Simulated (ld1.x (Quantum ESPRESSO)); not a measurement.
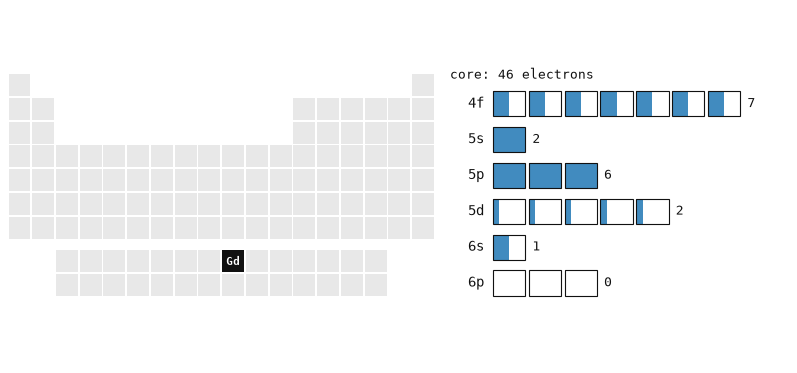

Left, the place of gadolinium in the periodic table; right, the valence shells of the reference configuration: a box for each of the 2l + 1 orbitals, shaded by the share of the shell that is filled, with the electron count at the right.

# Gd: pseudopotential generation

Gadolinium (Gd, Z = 64), core [Kr] 4d10, reference valence 4f7 5s2 5p6 5d2 6s1 6p0, valence charge 18. Level asked for: RRKJ potential, PBE, scalar-relativistic, made with ld1.x (Quantum ESPRESSO) 7.5.

**Input file**
```
 &input
   title='Gd', zed=64., rel=1, dft='PBE', iswitch=3,
   config='[Xe] 4f7 5d2 6s1 6p0',
   nld=4, rlderiv=3.70, eminld=-6.0, emaxld=5.0, deld=0.02
 /
 &inputp
   pseudotype=2, tm=.false., rho0=0.02, lloc=2,
   nlcc=.true., new_core_ps=.true., rcore=0.30,
   file_pseudopw='Gd.UPF', file_wfcaegen='ae.wfc', file_wfcncgen='nc.wfc', file_beta='beta', file_chi='chi'
 /
4
5S  1  0   2.00   0.00  1.55  1.55  0.0
5P  2  1   6.00   0.00  2.35  2.35  0.0
4F  4  3   7.00   0.00  0.65  0.65  0.0
5D  3  2   2.00   0.00  3.40  3.40  0.0
 &test
   configts(1)='4f7 5s2 5p6 5d2 6s1 6p0'
 /
```

Command:
```bash
ld1.x < Gd.in > Gd.out
```

**Output**
```
     Program LD1 v.7.5
     --------------------------- All-electron run ----------------------------

     Gd
     scalar relativistic calculation

     atomic number is 64.00
     dft =PBE   lsd =0 sic =0 latt =0  beta=0.20 tr2=1.0E-14
     Exchange-correlation= PBE
                           (   1   4   3   4   0   0   0)
     mesh =1263 r(mesh) = 101.10069 a.u. xmin = -7.00 dx = 0.01250
     1 Ry =  13.60569312 eV, c = 137.03599908

     n l     nl                  e(Ry)          e(Ha)          e(eV)
     1 0     1S 1( 2.00)     -3682.5479     -1841.2740    -50103.6167
     2 0     2S 1( 2.00)      -607.9487      -303.9743     -8271.5631
     2 1     2P 1( 6.00)      -540.9596      -270.4798     -7360.1305
     3 0     3S 1( 2.00)      -134.6996       -67.3498     -1832.6819
     3 1     3P 1( 6.00)      -113.9506       -56.9753     -1550.3770
     4 0     4S 1( 2.00)       -27.0510       -13.5255      -368.0473
     4 1     4P 1( 6.00)       -20.2119       -10.1059      -274.9965
     3 2     3D 1(10.00)       -86.5751       -43.2876     -1177.9145
     5 0     5S 1( 2.00)        -3.5499        -1.7749       -48.2988
     5 1     5P 1( 6.00)        -1.9058        -0.9529       -25.9291
     4 2     4D 1(10.00)       -10.7535        -5.3768      -146.3089
     4 3     4F 1( 7.00)        -0.5354        -0.2677        -7.2847
     5 2     5D 1( 2.00)        -0.1285        -0.0642        -1.7477
     6 0     6S 1( 1.00)        -0.2701        -0.1350        -3.6746
     6 1     6P 1( 0.00)        -0.0832        -0.0416        -1.1326

     final scf error:  9.2E-15 reached in  32 iterations

     Etot =  -22542.117467 Ry,  -11271.058733 Ha, -306701.132596 eV

     Ekin =   24207.771580 Ry,   12103.885790 Ha,  329363.511313 eV
     Encl =  -54996.178725 Ry,  -27498.089363 Ha, -748261.130672 eV
     Eh   =    8743.444548 Ry,    4371.722274 Ha,  118960.623352 eV
     Exc  =    -497.154870 Ry,    -248.577435 Ha,   -6764.136590 eV

     normalization and overlap integrals

     s(1S/1S) =  1.000000  <r> =   0.0219  <r2> =    0.0007  r(max) =   0.0140
     s(2S/2S) =  1.000000  <r> =   0.0933  <r2> =    0.0103  r(max) =   0.0794
     s(2P/2P) =  1.000000  <r> =   0.0824  <r2> =    0.0083  r(max) =   0.0642
     s(3S/3S) =  1.000000  <r> =   0.2444  <r2> =    0.0682  r(max) =   0.2239
     s(3P/3P) =  1.000000  <r> =   0.2430  <r2> =    0.0684  r(max) =   0.2212
     s(4S/4S) =  1.000000  <r> =   0.5528  <r2> =    0.3448  r(max) =   0.5174
     s(4P/4P) =  1.000000  <r> =   0.5851  <r2> =    0.3893  r(max) =   0.5372
     s(3D/3D) =  1.000000  <r> =   0.2212  <r2> =    0.0575  r(max) =   0.1811
     s(5S/5S) =  1.000000  <r> =   1.3352  <r2> =    2.0065  r(max) =   1.1956
     s(5P/5P) =  1.000000  <r> =   1.5693  <r2> =    2.8029  r(max) =   1.3547
     s(4D/4D) =  1.000000  <r> =   0.6358  <r2> =    0.4689  r(max) =   0.5577
     s(4F/4F) =  1.000000  <r> =   0.8697  <r2> =    1.0039  r(max) =   0.5647
     s(5D/5D) =  1.000000  <r> =   3.1024  <r2> =   12.2703  r(max) =   2.0210
     s(6S/6S) =  1.000000  <r> =   4.1370  <r2> =   19.5522  r(max) =   3.4595
     s(6P/6P) =  1.000000  <r> =   6.0564  <r2> =   42.6335  r(max) =   4.8482

     ------------------------ End of All-electron run ------------------------

     --------------------- Generating NC pseudopotential ---------------------

      Generating local pot.: lloc=2, matching radius rcloc =   3.4000

      Computing core charge for nlcc:

       r > 0.30 : true rho core
      Core charge pseudized with two Bessel functions
      Integrated core pseudo-charge :  42.08

      Wfc   5S  rcut= 1.554  Estimated cut-off energy=       20.69 Ry
      Using 4 Bessel functions for this wfc, rho(0) = 0.020
      This function has    0 nodes for 0 < r <    1.554

      Wfc   5P  rcut= 2.378  Estimated cut-off energy=       32.48 Ry
      This function has    0 nodes for 0 < r <    2.378

      Wfc   4F  rcut= 0.648  Estimated cut-off energy=      695.88 Ry
      This function has    0 nodes for 0 < r <    0.648

       Warning: n=2, l=0 expected 1 nodes, found 2
       Setting wfc to zero for this iteration
       (This warning will only be printed once per wavefunction)

     ------------------- End of pseudopotential generation -------------------

     --------------------------- All-electron run ----------------------------

     Gd
     scalar relativistic calculation

     atomic number is 64.00
     dft =PBE   lsd =0 sic =0 latt =0  beta=0.20 tr2=1.0E-14
     Exchange-correlation= PBE
                           (   1   4   3   4   0   0   0)
     mesh =1263 r(mesh) = 101.10069 a.u. xmin = -7.00 dx = 0.01250
     1 Ry =  13.60569312 eV, c = 137.03599908

     n l     nl                  e(Ry)          e(Ha)          e(eV)
     1 0     1S 1( 2.00)     -3682.5479     -1841.2740    -50103.6167
     2 0     2S 1( 2.00)      -607.9487      -303.9743     -8271.5631
     2 1     2P 1( 6.00)      -540.9596      -270.4798     -7360.1305
     3 0     3S 1( 2.00)      -134.6996       -67.3498     -1832.6819
     3 1     3P 1( 6.00)      -113.9506       -56.9753     -1550.3770
     4 0     4S 1( 2.00)       -27.0510       -13.5255      -368.0473
     4 1     4P 1( 6.00)       -20.2119       -10.1059      -274.9965
     3 2     3D 1(10.00)       -86.5751       -43.2876     -1177.9145
     5 0     5S 1( 2.00)        -3.5499        -1.7749       -48.2988
     5 1     5P 1( 6.00)        -1.9058        -0.9529       -25.9291
     4 2     4D 1(10.00)       -10.7535        -5.3768      -146.3089
     4 3     4F 1( 7.00)        -0.5354        -0.2677        -7.2847
     5 2     5D 1( 2.00)        -0.1285        -0.0642        -1.7477
     6 0     6S 1( 1.00)        -0.2701        -0.1350        -3.6746
     6 1     6P 1( 0.00)        -0.0832        -0.0416        -1.1326

     final scf error:  9.2E-15 reached in  32 iterations

     Etot =  -22542.117467 Ry,  -11271.058733 Ha, -306701.132596 eV

     Ekin =   24207.771580 Ry,   12103.885790 Ha,  329363.511313 eV
     Encl =  -54996.178725 Ry,  -27498.089363 Ha, -748261.130672 eV
     Eh   =    8743.444548 Ry,    4371.722274 Ha,  118960.623352 eV
     Exc  =    -497.154870 Ry,    -248.577435 Ha,   -6764.136590 eV

     normalization and overlap integrals

     s(1S/1S) =  1.000000  <r> =   0.0219  <r2> =    0.0007  r(max) =   0.0140
     s(2S/2S) =  1.000000  <r> =   0.0933  <r2> =    0.0103  r(max) =   0.0794
     s(2P/2P) =  1.000000  <r> =   0.0824  <r2> =    0.0083  r(max) =   0.0642
     s(3S/3S) =  1.000000  <r> =   0.2444  <r2> =    0.0682  r(max) =   0.2239
     s(3P/3P) =  1.000000  <r> =   0.2430  <r2> =    0.0684  r(max) =   0.2212
     s(4S/4S) =  1.000000  <r> =   0.5528  <r2> =    0.3448  r(max) =   0.5174
     s(4P/4P) =  1.000000  <r> =   0.5851  <r2> =    0.3893  r(max) =   0.5372
     s(3D/3D) =  1.000000  <r> =   0.2212  <r2> =    0.0575  r(max) =   0.1811
     s(5S/5S) =  1.000000  <r> =   1.3352  <r2> =    2.0065  r(max) =   1.1956
     s(5P/5P) =  1.000000  <r> =   1.5693  <r2> =    2.8029  r(max) =   1.3547
     s(4D/4D) =  1.000000  <r> =   0.6358  <r2> =    0.4689  r(max) =   0.5577
     s(4F/4F) =  1.000000  <r> =   0.8697  <r2> =    1.0039  r(max) =   0.5647
     s(5D/5D) =  1.000000  <r> =   3.1024  <r2> =   12.2703  r(max) =   2.0210
     s(6S/6S) =  1.000000  <r> =   4.1370  <r2> =   19.5522  r(max) =   3.4595
     s(6P/6P) =  1.000000  <r> =   6.0564  <r2> =   42.6335  r(max) =   4.8482

     ------------------------ End of All-electron run ------------------------

     Computing logarithmic derivative in   3.70575
     Message from routine compute phi:
     negative determinant

      ld=  -0.164428 f2ae  0.085174 faenor  0.553399

       Warning: n=4, l=3 expected 0 nodes, found 1
       Setting wfc to zero for this iteration
       (This warning will only be printed once per wavefunction)

       Warning: n=1, l=0 expected 0 nodes, found 1
       Setting wfc to zero for this iteration
       (This warning will only be printed once per wavefunction)

 %%%%%%%%%%%%%%%%%%%%%%%%%%%%%%%%%%%%%%%%%%%%%%%%%%%%%%%%%%%%%%%%%%%%%%%%%%%%%%
     Error in routine run_pseudo (1):
     Errors in PS-KS equation
 %%%%%%%%%%%%%%%%%%%%%%%%%%%%%%%%%%%%%%%%%%%%%%%%%%%%%%%%%%%%%%%%%%%%%%%%%%%%%%

     stopping ...
```

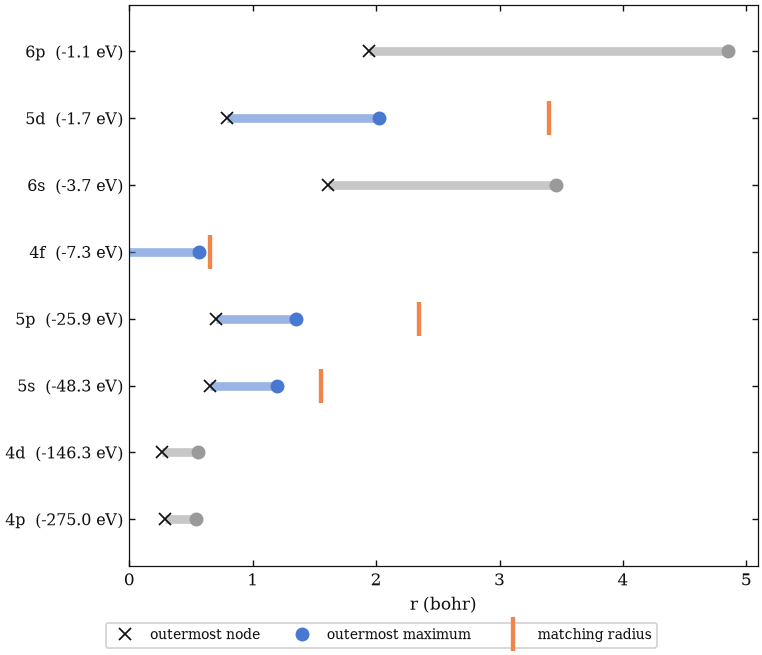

Outer shells of the all-electron reference atom: each bar runs from the outermost node (or the nucleus) to the outermost maximum of u(r); the tick is the radius chosen for the pseudo-wave. Shells without a tick have no pseudo-wave of their own. Levels, nodes and maxima are from ld1.x, scalar-relativistic.

- Radii against the shells: 5s: 1.55 bohr, outside the maximum; 5p: 2.35 bohr, outside the maximum; 4f: 0.65 bohr, outside the maximum; 5d: 3.40 bohr, outside the maximum.

**Outcome**

```
 quantity                      value
  outcome        ended with an error
 hardware  1 CPU thread, shared host
wall time                      1.3 s
```

**What went wrong**

The generator stopped with the message “run_pseudo: Errors in PS-KS equation”. In words: the pseudo-atom solver did not find the valence states with the expected number of nodes, which is the usual sign of a ghost state.
